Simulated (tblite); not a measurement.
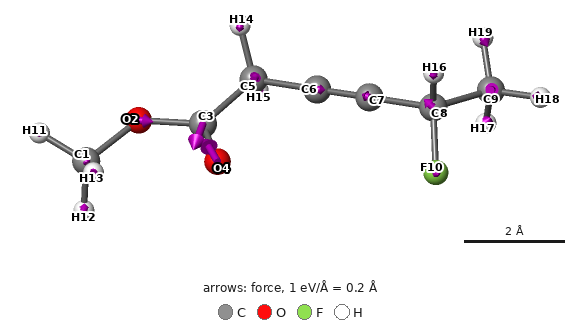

Starting geometry of C7H9FO2 with the computed forces as purple arrows. The picture is a ball-and-stick view, seen from a free direction.

These are results of GFN2-xTB geometry optimisation, gas phase in tblite 0.8.0, not measurements. 

Is this structure relaxed? If not, where do the atoms go?

It isn't relaxed: the largest force vector, on O4, is 4.11 eV/Å. The final displacements have little in common with the starting forces (cosine between the two patterns 0.27). The largest move after the best rigid fit is that of O4, 2.53 Å. Largest moves by element: O 2.53 Å, H 1.41 Å, F 1.23 Å, C 0.82 Å. Some distances before and after: C3–O4 1.260 → 1.200 Å, O2–C3 1.392 → 1.334 Å, C5–H15 1.131 → 1.091 Å, C3–C5 1.492 → 1.522 Å. Among the angles between lasting bonds that change: H14–C5–H15 105.0° → 110.6°, F10–C8–H16 110.9° → 105.5°, O2–C3–C5 115.6° → 110.5°. Groups turn about C3–C5 by about 95°, C1–O2 by about 75°. Over 201 geometry steps the energy falls by 0.555 eV.
